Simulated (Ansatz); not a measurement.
| atom | x (Å) | y (Å) | z (Å) |
| --- | --- | --- | --- |
| C | 0.3701 | 1.3816 | 0.7157 |
| O | -0.1312 | 0.0600 | 0.7136 |
| Ga | -0.1950 | -0.9380 | -0.7373 |
| O | -0.8230 | -2.5847 | -0.7584 |
| F | 0.3943 | -0.2681 | -2.2351 |
| H | 0.7328 | 1.7058 | -0.2653 |
| H | 1.1972 | 1.4532 | 1.4285 |
| H | -0.4191 | 2.0693 | 1.0343 |
| H | -1.1261 | -2.8792 | 0.1041 |

Geometry: PBE0-D4/def2-TZVP.

All numbers below come from RKS PBE0-D4/def2-TZVPP in Ansatz.

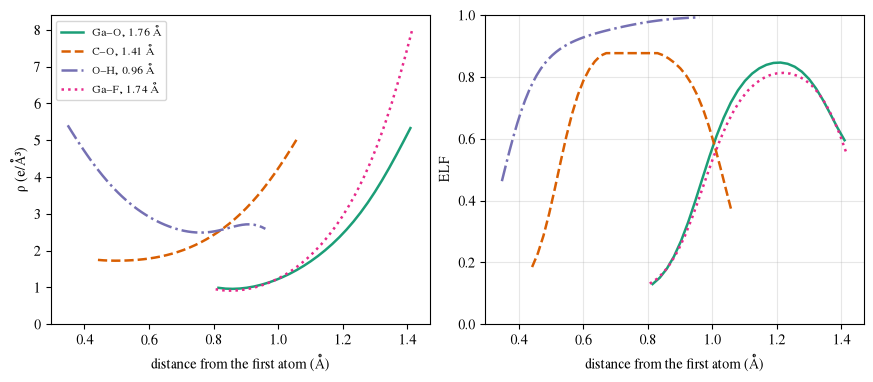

CH4FGaO2 (SMILES C[O][Ga]([OH])[F]). Total electron density and electron localisation function along straight lines between neighbouring atoms. The curves leave out the atomic cores.

What can be read from the curves?

Answer. Ga–O (1.76 Å): the density is about 0.97 e/Å³ at the midpoint; the ELF peaks at about 0.85 in the valence shell of O, 0.6 Å from its nucleus, and is about 0.20 at the midpoint.
C–O (1.41 Å): ρ is about 2 e/Å³ halfway, with its minimum of 1.7 e/Å³ about 0.5 Å from C; the ELF peaks at about 0.90 between the atoms (a polar covalent bond).
O–H (0.96 Å): the density is about 3.8 e/Å³ at the midpoint; the ELF climbs to about 1 towards the hydrogen, as it does in any bond to H; a covalent bond by its length.
Ga–F (1.74 Å): ρ is about 0.92 e/Å³ halfway; the ELF peaks at about 0.80 in the valence shell of F, 0.5 Å from its nucleus, and is about 0.20 at the midpoint.
